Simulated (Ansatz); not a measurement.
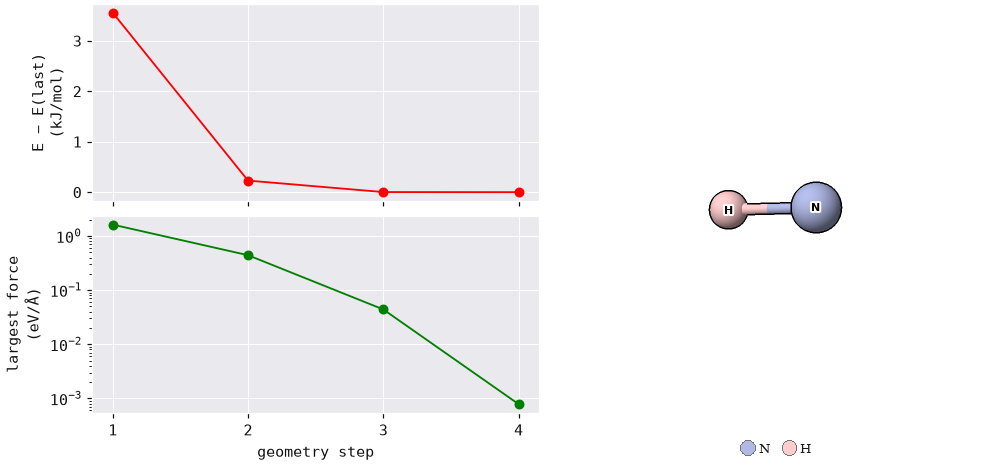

Beside the plot: the molecule at the start.

History of a geometry optimisation.

System: HN, multiplicity 3.
Method: HF/def2-SVP, Gaussian basis (Ansatz development build ahead of 0.2.0).

**How did it end, and what did it gain?**

The optimisation met its thresholds at geometry 4, counting the start as the first. The energy fell by about 3.6 kJ/mol from the first step to the last. The largest force goes from about 1.6 eV/Å at the start to 8 × 10⁻⁴ eV/Å at the end.
